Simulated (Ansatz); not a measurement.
CuI (zinc blende)

```xyz
2
Lattice="0.0000 3.0115 3.0115 3.0115 0.0000 3.0115 3.0115 3.0115 0.0000" Properties=species:S:1:pos:R:3 pbc="T T T"
I      4.5173     4.5173     4.5173
Cu     0.0000     0.0000     0.0000
```

Equation-of-state scan: isotropic scaling of the cell above, V₀ being its volume. Symmetry pins the atoms to their sites.

Computed with r2SCAN (plane waves to 500 eV, PAW, scalar-relativistic; Ansatz, a first-principles code). k mesh 10×10×10 (Γ-centred), Fermi-Dirac smearing 0.05 eV. The energy includes the smearing's −TS. CuI is run without spin polarisation. CuI was relaxed with its symmetry unable to fall. Spin-orbit coupling is left out, though I is heavy. ΔE is measured from the relaxed starting cell.

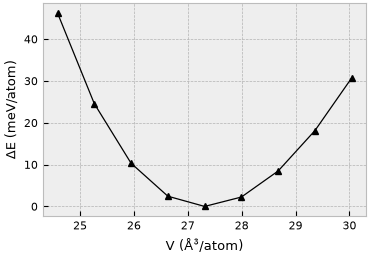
Figure: ΔE (meV/atom) against V (Å³/atom); one marker a computed point.

The pressure at the smallest volume is 6.05 GPa, the equilibrium volume of the fit comes out as 27.31 Å³/atom and the pressure for 5 % compression (fit) comes out as 2.6 GPa. The energy cost of the largest compression is 46.2 meV/atom and the energy cost of the largest expansion is 30.7 meV/atom.

P = (3B₀/2)(x⁷ − x⁵)[1 + ¾(B₀′ − 4)(x² − 1)] with x = (1/0.95)^(1/3), B₀ = 43.8 GPa and B₀′ = 5.17.

(A scan under strain: stresses follow from slopes of the energy per volume, elastic moduli from its curvatures.)
